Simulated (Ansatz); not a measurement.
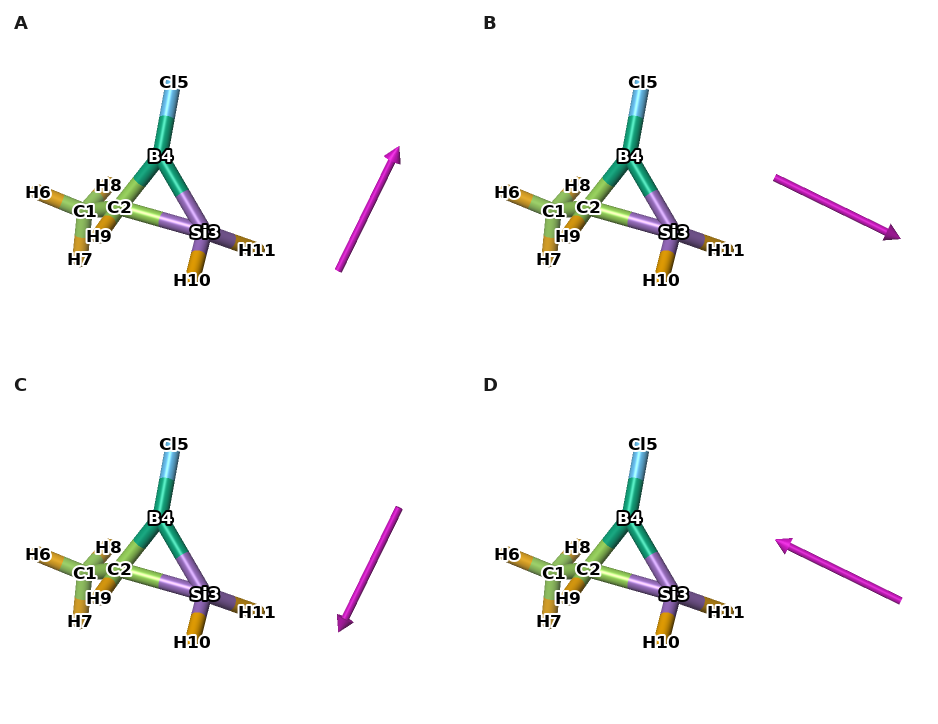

The same molecule four times, each with an arrow. The computed structure is the end point of a PBE-D4/def2-SVP optimisation. No frequency run is at hand to confirm it as a minimum. Level of theory: RKS PBE-D4/def2-SVP (Ansatz 0.2.0).

### Which arrow points along the dipole moment, from the negative to the positive end?

C. The dipole moment is 1.41 D; it points from the side of Cl5 to the side of H7 (the outermost atoms at the two ends).
